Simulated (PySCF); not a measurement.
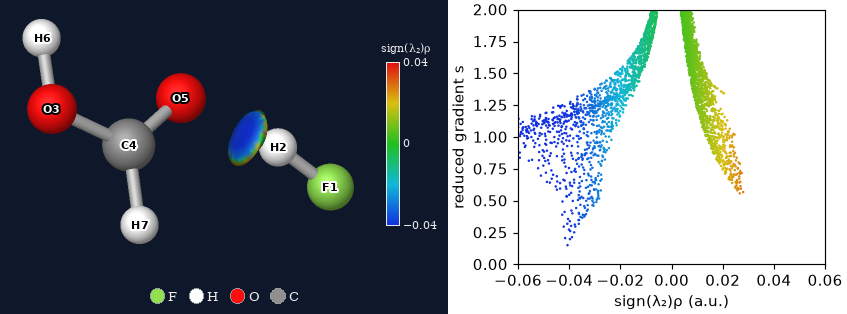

*CH$_{3}$FO$_{2}$, SMILES `F.OC=O`. Non-covalent interaction surfaces between the fragments (reduced density gradient s = 0.6, coloured by sign(λ₂)ρ in a.u.; trimmed to the region between the fragments where ρ is under 0.06 a.u.). Fragment A: HF (atoms 1–2); fragment B: H2CO2. The plot gives s against sign(λ₂)ρ for grid points between the fragments.*

Method: HF/def2-SVPD; geometry: GFN2-xTB; program: PySCF.

Input script:

```python
import numpy as np
from pyscf import gto, scf, dft
from pyscf.scf import atom_ks, atom_hf
from scipy.linalg import block_diag
from pyscf.dispersion import dftd3

def solve(mol, dm0=None, hcore=None):
    mf = scf.UHF(mol) if mol.spin else scf.RHF(mol)
    mf = mf.density_fit(auxbasis='def2-universal-jkfit')
    mf.conv_tol, mf.max_cycle = 1e-8, 80
    if hcore is not None:
        mf.get_hcore = lambda *args: hcore
    mf.kernel(dm0)
    if not mf.converged:
        mf = mf.newton().run(mf.mo_coeff, mf.mo_occ, max_cycle=30)
    assert mf.converged, 'SCF not converged'
    return mf

mol = gto.M(atom='''
F     -2.53267    -0.12695    -0.00370
H     -1.64896     0.22752     0.00107
O      2.10518    -0.11660    -0.00497
C      0.81363    -0.32039     0.00450
O     -0.02381     0.54159     0.00565
H      2.32148     0.83311    -0.01131
H      0.58881    -1.39563     0.01110
''', basis='def2-svpd', charge=0, spin=0, verbose=4)
mol_a = gto.M(atom='''
F     -2.53267    -0.12695    -0.00370
H     -1.64896     0.22752     0.00107
ghost-O      2.10518    -0.11660    -0.00497
ghost-C      0.81363    -0.32039     0.00450
ghost-O     -0.02381     0.54159     0.00565
ghost-H      2.32148     0.83311    -0.01131
ghost-H      0.58881    -1.39563     0.01110
''', basis='def2-svpd', charge=0, spin=0, verbose=4)
mol_b = gto.M(atom='''
ghost-F     -2.53267    -0.12695    -0.00370
ghost-H     -1.64896     0.22752     0.00107
O      2.10518    -0.11660    -0.00497
C      0.81363    -0.32039     0.00450
O     -0.02381     0.54159     0.00565
H      2.32148     0.83311    -0.01131
H      0.58881    -1.39563     0.01110
''', basis='def2-svpd', charge=0, spin=0, verbose=4)
ab, a, b = solve(mol), solve(mol_a), solve(mol_b)
e_int = ab.e_tot - a.e_tot - b.e_tot
print('counterpoise-corrected interaction energy / kcal/mol', e_int * 627.5095)
def disp(atoms, charge):
    m = gto.M(atom=atoms, charge=charge, basis='sto-3g', spin=None, unit='Bohr', verbose=0)
    return dftd3.DFTD3Dispersion(m, xc='hf', version='d3bj').get_dispersion()['energy']
e_disp = disp(mol._atom, mol.charge) - disp(mol._atom[:2], mol_a.charge) - disp(mol._atom[2:], mol_b.charge)
print('D3(BJ) part / kcal/mol', e_disp * 627.5095)
# spherically averaged free atoms, for the promolecule
atm = scf.atom_hf.get_atm_nrhf(mol)
pro = block_diag(*[(atm[a[0]][2] * atm[a[0]][3]) @ atm[a[0]][2].T for a in mol._atom])
np.savez('result.npz', e_int=e_int, e_disp=e_disp, dm_a=a.make_rdm1(), dm_b=b.make_rdm1(), c=ab.mo_coeff, occ=ab.mo_occ, eps=ab.mo_energy, pro=pro, d=[f.dip_moment(verbose=0) for f in (ab, a, b)])
```

Run with:

```sh
OMP_NUM_THREADS=1 python input.py
```

The run took 1.3 s on 1 thread of Intel(R) Xeon(R) 6975P-C (Granite Rapids), with other jobs on the host, peak memory 0.19 GiB.

Partitions, critical points and surface values were worked out afterwards from this run's density.

Question: Which interactions hold the two fragments together?

Answer: Bond critical points between the fragments: H2···O5, hydrogen bond, 1.66 Å, ρ = 0.041 a.u. It appears blue (attractive, sign(λ₂)ρ well below zero). The pose is a local one from a semi-empirical search, not shown to be the most stable.

Question: How strongly are they bound?

Answer: The counterpoise-corrected interaction energy of the frozen fragments is −8.3 kcal/mol without dispersion correction and −10.8 kcal/mol with D3(BJ). The pair geometry is semi-empirical, not a minimum at this level.
